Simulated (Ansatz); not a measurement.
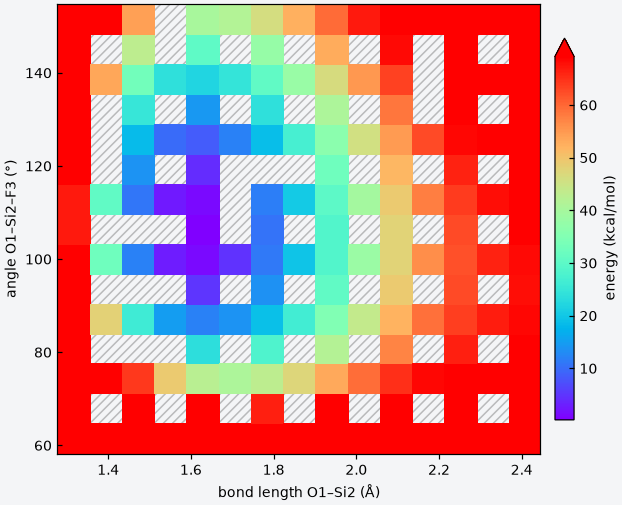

Energy landscape of F₂HOSi, SMILES O[Si](F)F, spin multiplicity 2. The first coordinate is: bond length O1–Si2; the second: angle O1–Si2–F3. Nothing is relaxed (all other coordinates rigid). The scan uses a 15 × 15 grid. At 57 points there is no value. All energies are given in kcal/mol relative to the relaxed molecule at the same level. Method: UHF/def2-TZVP in Ansatz.

Drawn: one coloured cell a grid point, one colour for all values above the top of the scale, hatched blanks where no value was computed. 

Where are the lowest and the highest points?

The lowest grid point is at bond length O1–Si2 = 1.628 Å, angle O1–Si2–F3 = 106.5°, 0.23 kcal/mol from the relaxed molecule at the same level. The highest grid point, bond length O1–Si2 = 1.316 Å, angle O1–Si2–F3 = 61.5°, lies 253 kcal/mol above the lowest.

Grid values (kcal/mol):

| angle O1–Si2–F3 ↓, bond length O1–Si2 → | 1.316 | 1.394 | 1.472 | 1.550 | 1.628 | 1.706 | 1.784 | 1.862 | 1.940 | 2.018 | 2.096 | 2.174 | 2.252 | 2.330 | 2.407 |
| --- | --- | --- | --- | --- | --- | --- | --- | --- | --- | --- | --- | --- | --- | --- | --- |
| 151.5 | 114 | 76 | 54 | – | 40 | 42 | 46 | 52 | 60 | 67 | 74 | 79 | 81 | 81 | 80 |
| 145.1 | 101 | – | 43 | – | 30 | – | 38 | – | 53 | – | 68 | – | 78 | – | 78 |
| 138.7 | 90 | 53 | 33 | 24 | 22 | 25 | 30 | 38 | 47 | 55 | 63 | – | 74 | 76 | 77 |
| 132.2 | 81 | – | 25 | – | 14 | – | 24 | – | 41 | – | 59 | – | 71 | – | 75 |
| 125.8 | 74 | – | 18 | 10 | 9 | 12 | 19 | 27 | 36 | 46 | 55 | 63 | 69 | 72 | 73 |
| 119.4 | 70 | – | 14 | – | 4 | – | – | – | 32 | – | 52 | – | 66 | – | 72 |
| 113.0 | 67 | 31 | 11 | 2 | 1 | – | 12 | 20 | 30 | 40 | 49 | 58 | 64 | 68 | 70 |
| 106.5 | 67 | – | – | – | 0 | – | 11 | – | 29 | – | 48 | – | 63 | – | 69 |
| 100.1 | 70 | 32 | 12 | 3 | 1 | 5 | 11 | 19 | 29 | 38 | 48 | 56 | 62 | 66 | 68 |
| 93.7 | 76 | – | – | – | 5 | – | 14 | – | 31 | – | 49 | – | 63 | – | 68 |
| 87.2 | 87 | 48 | 26 | 15 | 12 | 14 | 19 | 26 | 35 | 44 | 52 | 59 | 64 | 67 | 69 |
| 80.8 | 106 | – | – | – | 24 | – | 28 | – | 42 | – | 57 | – | 66 | – | 70 |
| 74.4 | 135 | 91 | 64 | 49 | 42 | 41 | 43 | 47 | 53 | 60 | 65 | 69 | 71 | 72 | 72 |
| 68.0 | 180 | – | 102 | – | 73 | – | 67 | – | 71 | – | 77 | – | 78 | – | 76 |
| 61.5 | 253 | 201 | 164 | 140 | 123 | 113 | 106 | 103 | 101 | 99 | 97 | 93 | 90 | 87 | 84 |

The input of one point:

```yaml
crystal:
  periodic: [false, false, false]
  atoms:
    - { symbol: O, position_ang: [0.107036, 1.079149, -0.17693] }
    - { symbol: Si, position_ang: [-0.082178, -0.393234, 0.491404] }
    - { symbol: F, position_ang: [1.351235, -0.940593, 0.770274] }
    - { symbol: F, position_ang: [-0.767301, -1.371957, -0.522219] }
    - { symbol: H, position_ang: [-0.615346, 1.564334, -0.53421] }
magnetization:
  spin_polarized: true
  initial_magnetization: 1
basis:
  gaussian: { orbitals: def2-TZVP }
hamiltonian:
  xc: hf
output:
  forces: true
```

The whole map (168 points run) took 14 min on 1 thread of Arm Neoverse V2 (shared host).
